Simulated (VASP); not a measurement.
Ti3Si2

```
CELL_PARAMETERS angstrom
4.54922 0.00000 0.00000
0.00000 4.54922 0.00000
0.00000 0.00000 4.54922
ATOMIC_POSITIONS crystal
Ti 0.50000 0.00000 0.00000
Ti 0.00000 0.50000 0.00000
Ti 0.00000 0.00000 0.50000
Si 0.00000 0.00000 0.00000
Si 0.50000 0.50000 0.50000
```

Space group Pm-3m; a generated structure, not necessarily the stable one.

Theory: Kohn-Sham DFT of a periodic cell, PBE, VASP PAW PBE potentials, recommended in VASP 6.6.1.

### What will maps of the valence pseudo-density and electron localisation function show?

Ti–Si (2.27 Å): ρ is about 0.47 e/Å³ halfway; the ELF peaks at about 0.60 in the valence shell of Si, 0.8 Å from its nucleus, and is about 0.30 at the midpoint.

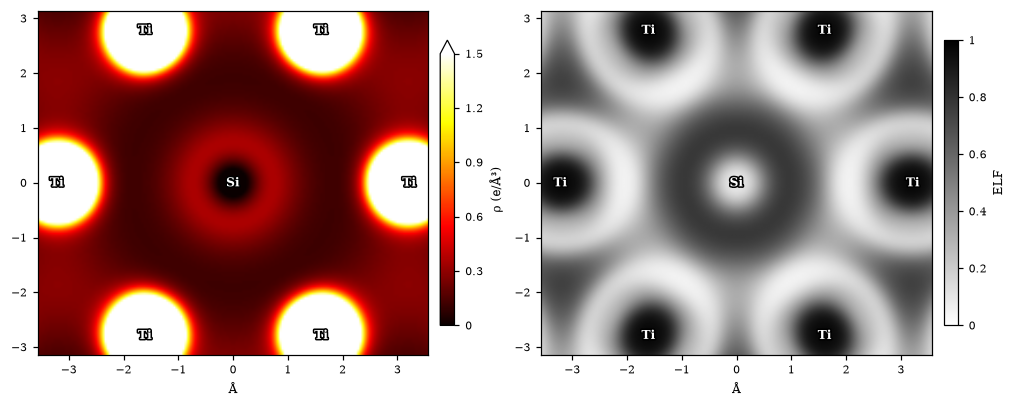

Computed valence pseudo-density and electron localisation function on the (111) plane of the conventional cell, in this order. 

The density is the valence pseudo-density of a PAW calculation; it isn't the true density close to the nuclei.
